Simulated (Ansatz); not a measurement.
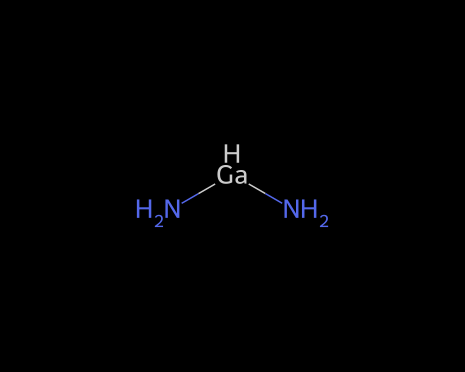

Structural formula above. The computed structure is the end point of a PBE0-D4/def2-TZVP optimisation.

What does the molecule look like in three dimensions?

Formula GaH5N2. SMILES: `[NH2][GaH][NH2]`. All atoms lie on one plane. Coordination: 2 N trigonal planar; 1 Ga trigonal planar.

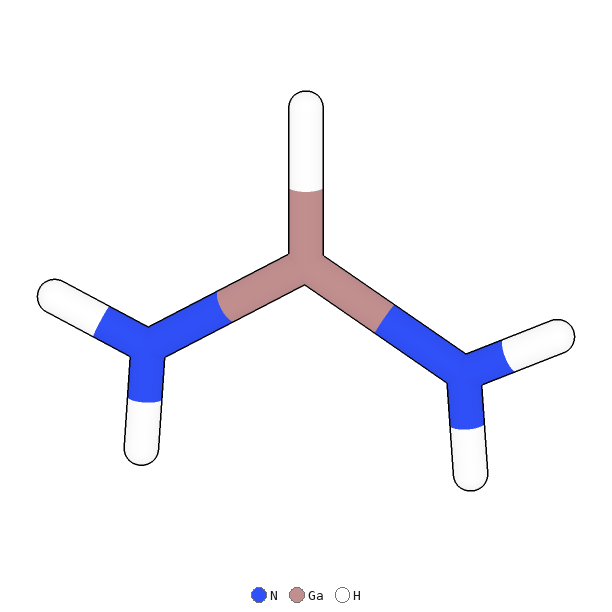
